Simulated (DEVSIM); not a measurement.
Structure: abrupt Si p-n junction, at 350 K.

```csv
layer (left to right),material,thickness (μm),Nd (cm⁻³),Na (cm⁻³),τn (s),τp (s)
1,Si,0.0440,-,5e15,7.7e-7,7.7e-7
2,Si,30.0,2.2e15,-,7.7e-7,7.7e-7
```

Left contact: ohmic. Right contact: ohmic. Voltage is applied to the left contact. Recombination: SRH at mid-gap, radiative, Auger. Mobility is μmin + (μ − μmin)/(1 + (N/Nref)^α).

Constants are typed, rounded textbook-type inputs, not results; the design itself was drawn at random and stands for no fabricated device. Values at 300 K; Nc and Nv go as T^1.5, mobilities as T to minus their exponent, the gap by Varshni's rule with the affinity fixed.

```tsv
parameter	Si
gap (eV)	1.124
affinity (eV)	4.05
permittivity	11.7
Nc (cm⁻³)	2.86e19
Nv (cm⁻³)	3.1e19
μn (cm²/Vs)	1417
μp (cm²/Vs)	470
μn,min	52
μp,min	45
Nref,n	9.7e16
Nref,p	2.2e17
αn	0.68
αp	0.72
T exponent of μn	2.3
T exponent of μp	2.2
B (cm³/s)	4.7e-15
Cn (cm⁶/s)	2.8e-31
Cp (cm⁶/s)	9.9e-32
Varshni α (eV/K)	0.000473
Varshni β (K)	636
```

Simulated with DEVSIM: 1D drift-diffusion, Boltzmann statistics, complete ionisation; no tunnelling, impact ionisation, image-force lowering or self-heating.

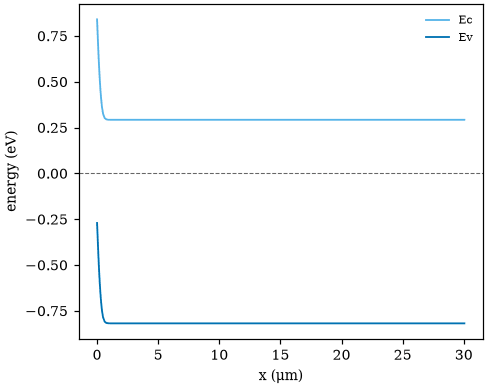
Fig. 1. Band edges at zero bias

Energies count from the Fermi level of the right contact; mesh points crowd at the junctions.

```
x (μm)   Ec (eV)  Ev (eV)  n (cm⁻³)  p (cm⁻³)  field (V/cm)
-------  -------  -------  --------  --------  ------------
0.000      0.840   -0.270     2.9e7    5.0e15        -15000
0.01534    0.816   -0.294     6.3e7    2.3e15        -16000
0.02918    0.794   -0.317     1.3e8    1.1e15        -17000
0.04356    0.769   -0.341     3.0e8    4.8e14        -18000
0.07654    0.714   -0.397     1.9e9    7.5e13        -16000
0.1242     0.640   -0.471    2.2e10    6.4e12        -15000
0.2201     0.515   -0.596    1.4e12    1.0e11        -11000
0.4910     0.326   -0.785    7.3e14     1.9e8         -3000
0.9241     0.293   -0.818    2.2e15     6.6e7           -43
1.755      0.293   -0.818    2.2e15     6.5e7           ≈ 0
3.351      0.293   -0.818    2.2e15     6.5e7           ≈ 0
7.860      0.293   -0.818    2.2e15     6.5e7           ≈ 0
15.04      0.293   -0.818    2.2e15     6.5e7           ≈ 0
22.24      0.293   -0.818    2.2e15     6.5e7           ≈ 0
26.74      0.293   -0.818    2.2e15     6.5e7           ≈ 0
28.26      0.293   -0.818    2.2e15     6.5e7           ≈ 0
29.13      0.293   -0.818    2.2e15     6.5e7           ≈ 0
29.58      0.293   -0.818    2.2e15     6.5e7           ≈ 0
29.86      0.293   -0.818    2.2e15     6.5e7           ≈ 0
29.96      0.293   -0.818    2.2e15     6.5e7           ≈ 0
30.01      0.293   -0.818    2.2e15     6.5e7           ≈ 0
30.04      0.293   -0.818    2.2e15     6.5e7           ≈ 0
```
